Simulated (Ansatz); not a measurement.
# BBrH$_{3}$Si (SMILES [BH2-]=[SiH]Br) (charge −1): what the fields show

Input file:

```
basis:
  gaussian:
    orbitals: def2-TZVPD
crystal:
  periodic: [false, false, false]
  atoms:
    - {symbol: B, position_ang: [-0.401921, 0.427618, -0.707635]}
    - {symbol: Br, position_ang: [2.911650, -1.105705, -0.452597]}
    - {symbol: Si, position_ang: [1.404981, 0.694104, -0.249758]}
    - {symbol: H, position_ang: [-1.066135, 1.450406, -0.780991]}
    - {symbol: H, position_ang: [-0.987337, -0.632471, -0.605083]}
    - {symbol: H, position_ang: [2.214253, 1.801440, -0.870675]}
total_charge: -1
hamiltonian:
  xc: pbe0
output:
  forces: true
  orbitals: {seedname: orbitals}
```

Run with:

```sh
ansatz run input.yaml --threads 2 --pin off --max-ram 4350MiB --events-out events.jsonl --progress --plain --runs-dir runs
```

Geometry: PBE0-D3(BJ)/def2-SVPD.

Level of theory: Ansatz 0.2.0, isolated molecule in a Gaussian basis; Kohn-Sham density functional theory, functional PBE0.

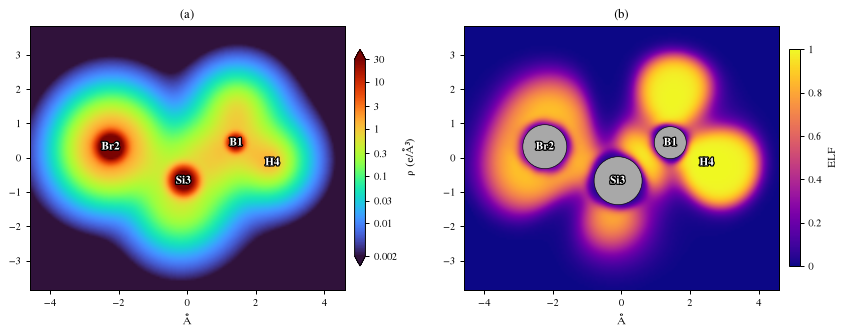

Figure 1. (a) total electron density; (b) electron localisation function on the plane of atoms B1, Si3 and Br2. Grey discs cover the atomic cores in the ELF map.

Describe what can be read from this map.

The plane passes through B, Br, Si and H nuclei.
Si–B (1.88 Å): ρ is about 0.87 e/Å³ halfway; the ELF peaks at about 0.95 between the atoms, as expected for a shared electron pair.
Si–Br (2.36 Å): ρ is about 0.6 e/Å³ halfway, with its minimum of 0.46 e/Å³ about 0.8 Å from Si; the ELF peaks at about 0.85 between the atoms, as expected for a polar covalent bond.
B–H (1.22 Å): the density is about 1.1 e/Å³ at the midpoint; the ELF climbs to about 1 towards the hydrogen, as it does in any bond to H (an ordinary covalent bond to hydrogen).
The ELF also peaks beside Br2, away from the bonds: lone-pair regions.

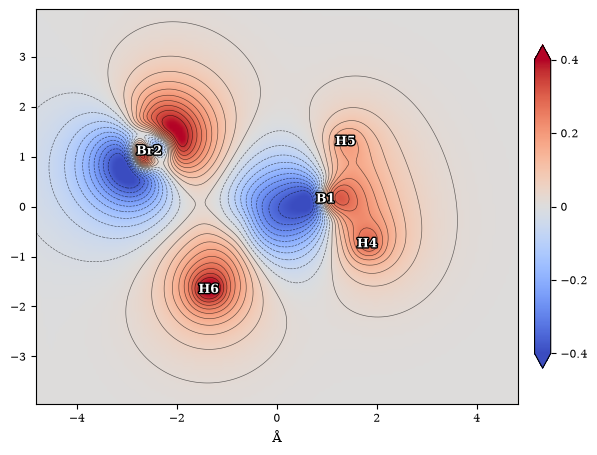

Figure 2. The HOMO−1 on the plane of atoms H4, B1 and H5 (values in Å⁻³ᐟ²; the overall sign is arbitrary).

Describe this orbital and give its energy.

It lies mainly on Br2 (about 45 %), Si3 (about 20 %), B1 (about 20 %) and H6 (about 10 %). Its energy is −3.19 eV.

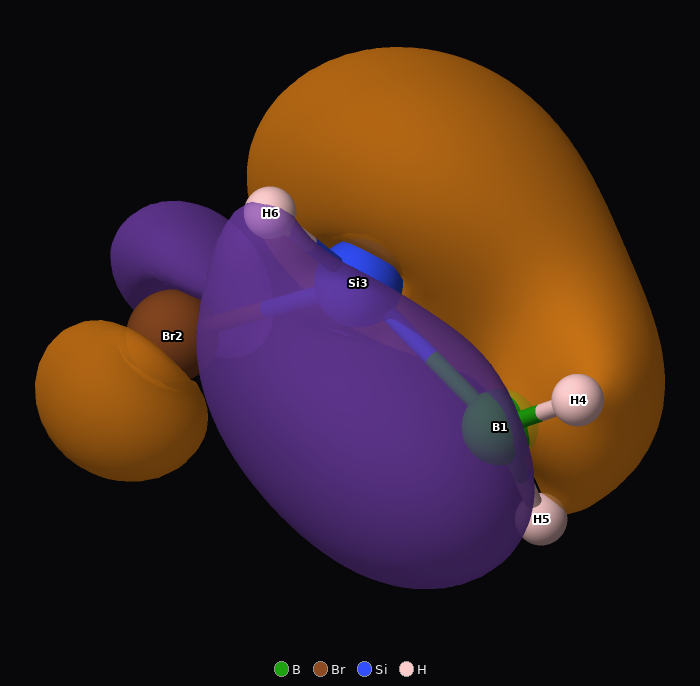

Figure 3. The HOMO at ±0.08 Å⁻³ᐟ² (orange and purple are the two phases), seen at an oblique angle.

Where does this orbital lie, and at what energy?

It lies mainly on Si3 (about 55 %), B1 (about 30 %) and Br2 (about 10 %). Its energy is −0.49 eV.
